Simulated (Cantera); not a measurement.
Input: 1 mol B₂O₃, 1.6 mol F₂, 1.5 mol O₂, held at 75.0 Torr.

Cantera equilibrium calculation (NASA polynomials, part measured and part estimated; ideal gas, pure solids and liquids). Candidate condensed phases: B, B₂O₃; 21 gas species. The tables' values for BF₂ are old estimates; treat these amounts as uncertain. The numbers say what is thermodynamically allowed, not how fast it happens.

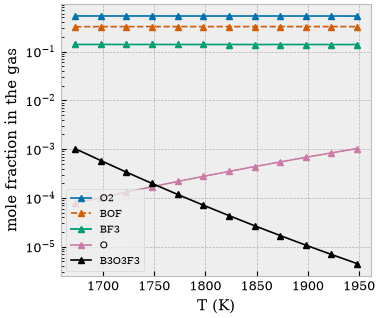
*Equilibrium gas composition (values under 1e-9 drawn at 1e-9)*

From 1673 K to 1948 K nothing is condensed. The main B-bearing gas is BOF throughout.
